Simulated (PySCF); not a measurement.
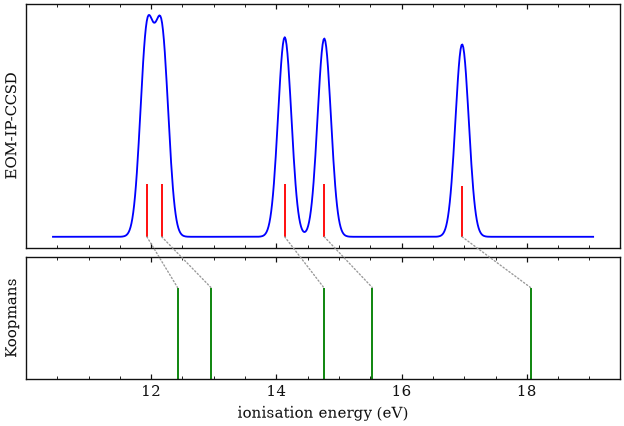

Valence photoelectron lines of CH₅B, SMILES BC: vertical EOM-IP-CCSD/aug-cc-pVDZ (frozen core, PySCF, at a PBE0-D3(BJ)/def2-SVP geometry (no frequency check); 5 lines, one for each of the 5 highest orbitals, so a line of a deeper orbital can be missing among them) above, Hartree-Fock orbital energies with the sign turned below, non-relativistic; dotted lines join each line to its leading orbital. Stick heights are one-hole weights (summed over degenerate lines), not cross-sections; Gaussian width 0.25 eV.

Do correlation and relaxation change the order of the lines?

Not among these holes, which come in the order of the orbitals, HOMO, HOMO−1, HOMO−2, HOMO−3, HOMO−4.

List the lines.

```csv
hole,EOM-IP-CCSD (eV),Koopmans (eV),one-hole weight
HOMO,11.93,12.42,0.96
HOMO-1,12.17,12.95,0.96
HOMO-2,14.13,14.76,0.96
HOMO-3,14.76,15.53,0.95
HOMO-4,16.97,18.06,0.93
```

Known limits of this run: small basis, so the lines can lie some tenths of an eV too low.
